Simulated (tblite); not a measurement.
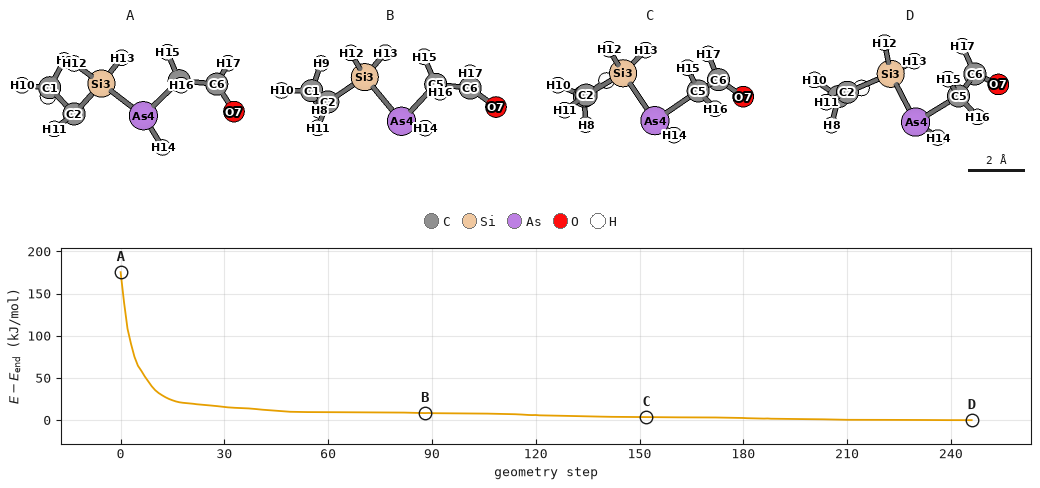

Frames of a relaxation of C4H10AsOSi (multiplicity 2), marked on the history of the run. A ball-and-stick model, seen at a tilt.

Level of theory: GFN2-xTB geometry optimisation, gas phase in tblite. 

What happens along the run?

H17 moves most after the best rigid fit: 1.78 Å. By element the largest moves are H 1.78 Å, O 1.74 Å, C 0.98 Å, Si 0.50 Å, As 0.39 Å. Near-neighbour distances that change, for instance: Si3–As4 2.305 → 2.372 Å, As4–H14 1.566 → 1.500 Å, C1–C2 1.533 → 1.480 Å, As4–C5 1.963 → 2.010 Å. Among the angles between lasting bonds that change: C1–C2–Si3 105.2° → 125.6°, Si3–As4–H14 112.6° → 93.2°, C5–As4–H14 111.9° → 94.8°. Groups turn about C5–C6 by about 20°. After 246 geometry steps the energy has fallen by 175.5 kJ/mol. From step 0 to 88: H atoms move most (0.85 Å), energy −167.1 kJ/mol. From step 88 to 152: O7 moves most (1.34 Å), energy −4.90 kJ/mol. From step 152 to 246: H17 moves most (0.73 Å), energy −3.46 kJ/mol.

```tsv
step	E − E(0), kJ/mol
0	0.00
1	-36.01
2	-67.11
3	-84.91
4	-100.26
5	-110.88
6	-117.00
7	-123.72
8	-129.45
9	-135.30
10	-139.93
22	-156.60
35	-161.14
47	-164.95
60	-166.03
72	-166.17
85	-166.87
97	-167.39
109	-167.88
122	-169.84
134	-170.76
147	-171.78
159	-172.11
171	-172.25
184	-173.40
196	-174.20
209	-175.02
221	-175.13
234	-175.33
246	-175.46
```
